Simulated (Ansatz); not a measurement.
## Single-point calculation of C₉H₁₀

The run: single-point calculation of C₉H₁₀, SMILES c1ccc(C2CC2)cc1. Method and program: RKS PBE-D4/def2-TZVPP (Ansatz 0.2.0).

The geometry comes from this level: PBE0-D4/def2-TZVP. Figures and captions count atoms from 1; the log counts them from 0 in places.

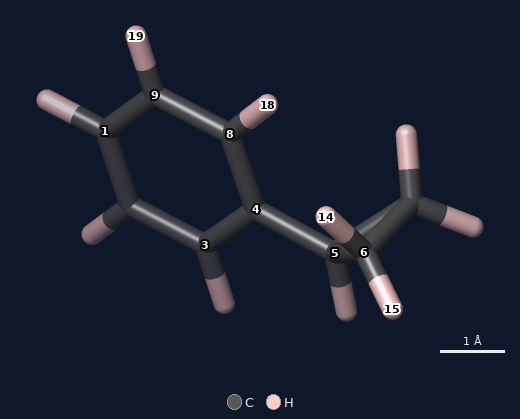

Fig. 1: The structure as given in the input (stick view, seen at a tilt; atoms are numbered from 1 in the order of the input).

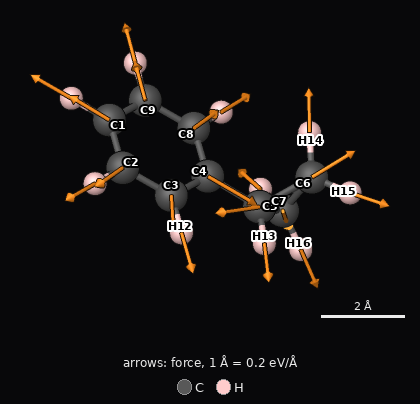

Fig. 2: Forces on the atoms as orange arrows (ball-and-stick view, seen at a tilt; atoms are numbered from 1 in the order of the input). The largest act on C4 (0.29 eV/Å); C5 (0.28 eV/Å); C6, C7 (0.26 eV/Å); H12, H18 (0.24 eV/Å), among others. The geometry is not a stationary point of this energy.

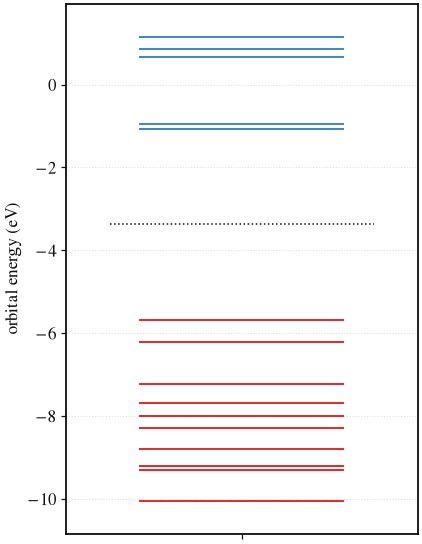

Fig. 3: Orbital energies near the frontier; the dotted line parts filled from empty levels, and levels within 0.02 eV of each other stand side by side. Highest filled −5.67 eV, lowest empty −1.07 eV, 4.60 eV apart.

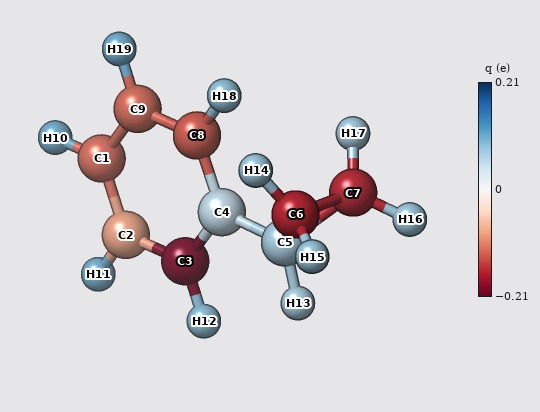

Fig. 4: Mulliken charges, as the colour of each atom (ball-and-stick view, seen at a tilt; atoms are numbered from 1 in the order of the input; Mulliken charges depend strongly on the basis). By element: C −0.20 to +0.07 and H +0.07 to +0.11 e.

The input and output of the run follow.

The input:
```yaml
crystal:
  periodic: [false, false, false]
  atoms:
    - {symbol: C, position_ang: [2.522767, -0.468837, 1.139463]}
    - {symbol: C, position_ang: [2.171688, -1.374900, 0.151376]}
    - {symbol: C, position_ang: [0.951178, -1.261930, -0.496447]}
    - {symbol: C, position_ang: [0.056145, -0.245209, -0.173914]}
    - {symbol: C, position_ang: [-1.237128, -0.155979, -0.886944]}
    - {symbol: C, position_ang: [-1.856377, 1.177068, -1.209418]}
    - {symbol: C, position_ang: [-2.484543, 0.301362, -0.180465]}
    - {symbol: C, position_ang: [0.421984, 0.659478, 0.822015]}
    - {symbol: C, position_ang: [1.640212, 0.549452, 1.471021]}
    - {symbol: H, position_ang: [3.475925, -0.553947, 1.648124]}
    - {symbol: H, position_ang: [2.850940, -2.175809, -0.118529]}
    - {symbol: H, position_ang: [0.683914, -1.975643, -1.269078]}
    - {symbol: H, position_ang: [-1.378438, -0.930622, -1.632489]}
    - {symbol: H, position_ang: [-1.322606, 2.058578, -0.875379]}
    - {symbol: H, position_ang: [-2.349693, 1.285621, -2.167194]}
    - {symbol: H, position_ang: [-3.413919, -0.198071, -0.423982]}
    - {symbol: H, position_ang: [-2.383104, 0.580671, 0.861286]}
    - {symbol: H, position_ang: [-0.251908, 1.463888, 1.098181]}
    - {symbol: H, position_ang: [1.902954, 1.264826, 2.242372]}
basis:
  gaussian: {orbitals: def2-TZVPP}
hamiltonian: {xc: pbe, dispersion: d4}
output: {forces: true, orbitals: {seedname: orbitals}}
```

Run as:
```bash
ansatz run in.yaml --threads 2 --pin off --events-out ev --progress --plain --max-ram 32768MiB --backend cuda --devices 0, --max-vram 18GiB
```

What the program printed:
```
Functional definition: PBE
  name "PBE"
  cite "Perdew, Burke & Ernzerhof, Phys. Rev. Lett. 77, 3865 (1996) doi:10.1103/PhysRevLett.77.3865"
  parent pbe
  parameter kappa = 0.804
  parameter beta = 0.06672455060314922
  exchange = pbe_x(kappa = kappa, mu = beta*pi^2/3)
  correlation = pbe_c(beta = beta)
2210 factors; their error is unknown
mean field evaluation 1: about -9463.0211 eV, gradient 9.6e1 eV
mean field evaluation 2: about -9423.3927 eV, gradient 1.6e2 eV
mean field evaluation 4: about -9484.9092 eV, gradient 2.2e1 eV
mean field evaluation 8: about -9486.1529 eV, gradient 3.1e-1 eV
mean field evaluation 16: about -9486.0834 eV, gradient 2.8e-2 eV
mean field -9486.08339651 eV, -348.6071349235 hartree, gradient 2.7e-5 eV, S^2 0.000000; 0 other end points of the search recorded, 0 dependent functions left out
the calculation of the forces begins
reference -9486.08344975 eV, -348.6071368799 hartree; 32, 32 occupied and 387, 387 virtual orbitals, 2210 factors
Total energy: -9486.60989607 eV, -348.6264834255 hartree
Atom 0 at     2.522767    -0.468837     1.139463 Å, force     0.209614    -0.012793     0.116799 eV/Å
Atom 1 at     2.171688    -1.374900     0.151376 Å, force     0.136582    -0.178191    -0.068587 eV/Å
Atom 2 at     0.951178    -1.261930    -0.496447 Å, force    -0.013883    -0.163872    -0.148586 eV/Å
Atom 3 at     0.056145    -0.245209    -0.173914 Å, force    -0.252345     0.020947    -0.135795 eV/Å
Atom 4 at    -1.237128    -0.155979    -0.886944 Å, force     0.221944    -0.170756    -0.009408 eV/Å
Atom 5 at    -1.856377     1.177068    -1.209418 Å, force    -0.041584     0.219601    -0.126732 eV/Å
Atom 6 at    -2.484543     0.301362    -0.180465 Å, force    -0.209279    -0.014539     0.148040 eV/Å
Atom 7 at     0.421984     0.659478     0.822015 Å, force    -0.123469     0.163995     0.064562 eV/Å
Atom 8 at     1.640212     0.549452     1.471021 Å, force     0.057496     0.154181     0.166847 eV/Å
Atom 9 at     3.475925    -0.553947     1.648124 Å, force     0.210587    -0.018626     0.112425 eV/Å
Atom 10 at     2.850940    -2.175809    -0.118529 Å, force     0.150804    -0.177393    -0.059401 eV/Å
Atom 11 at     0.683914    -1.975643    -1.269078 Å, force    -0.062686    -0.157155    -0.172520 eV/Å
Atom 12 at    -1.378438    -0.930622    -1.632489 Å, force    -0.026880    -0.170279    -0.161493 eV/Å
Atom 13 at    -1.322606     2.058578    -0.875379 Å, force     0.110950     0.185642     0.060022 eV/Å
Atom 14 at    -2.349693     1.285621    -2.167194 Å, force    -0.096849     0.034070    -0.200323 eV/Å
Atom 15 at    -3.413919    -0.198071    -0.423982 Å, force    -0.195958    -0.104136    -0.038089 eV/Å
Atom 16 at    -2.383104     0.580671     0.861286 Å, force     0.014580     0.050965     0.218051 eV/Å
Atom 17 at    -0.251908     1.463888     1.098181 Å, force    -0.147778     0.179862     0.063301 eV/Å
Atom 18 at     1.902954     1.264826     2.242372 Å, force     0.058154     0.158475     0.170886 eV/Å
Dipole moment:    -0.114929     0.014089    -0.058240 e Å
```

Results in brief:

| quantity | value |
| --- | --- |
| outcome | converged |
| total energy | −9486.6099 eV |
| mean-field energy | −9486.0834 eV |
| dispersion energy | −0.5264 eV |
| SCF solution under orbital rotations | stable |
| HOMO | −5.67 eV |
| LUMO | −1.07 eV |
| largest force (length of the vector) | 0.287 eV/Å |
| dipole moment | 0.62 D |
| hardware | 2 CPU threads, shared host |
| wall time | 7.5 s (CPU time 8.2 s) |
| peak memory | 0.93 GiB |
